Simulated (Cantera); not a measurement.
Feed: 1 mol CF4, a varied amount of H2, held at 1175 °C and 1.00 bar.

Cantera equilibrium calculation (NASA polynomials, part measured and part estimated; ideal gas, pure solids and liquids). Candidate condensed phases: C, C6H6, C7H8, C8H18; 95 gas species. Gases not in the tables: C2F6 and larger saturated fluorocarbons. Equilibrium is a limit: real reactors are often held back by kinetics, nucleation or transport.

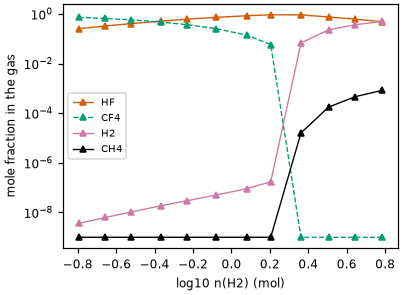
Equilibrium gas composition (values under 1e-9 drawn at 1e-9)

From 0.16 mol H2 to 6.1 mol H2 the condensed part is C(graphite). The main C-bearing gas is CF4 at 0.16 mol H2 and CH4 at 6.1 mol H2. The share of C in condensed phases is highest at 2.3 mol H2 (100.0 %) and lowest at 0.16 mol H2 (8.0 %).
